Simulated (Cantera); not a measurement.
Feed: 1 mol C2F6, 0.022 mol HCl, held at 2002 °C.

Equilibrium computed with Cantera from the NASA thermochemical tables; the gas is ideal and each condensed phase is pure. Candidate condensed phases: C, C6H6, C7H8, C8H18; 118 gas species. The feed counts by its element totals alone. The tables' values for C2F4 are old estimates; treat these amounts as uncertain. Gases not in the tables: C2F6 and larger saturated fluorocarbons. Equilibrium is a limit: real reactors are often held back by kinetics, nucleation or transport.

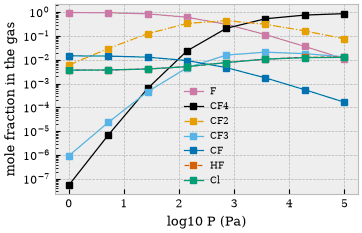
Figure: Equilibrium gas composition (values under 1e-9 drawn at 1e-9)

From 1.00 Pa to 100000 Pa the condensed part is C(graphite). The main C-bearing gas is CF at 1.00 Pa and CF4 at 100000 Pa. The share of C in condensed phases is highest at 1.00 Pa (92.6 %) and lowest at 720 Pa (3.6 %).
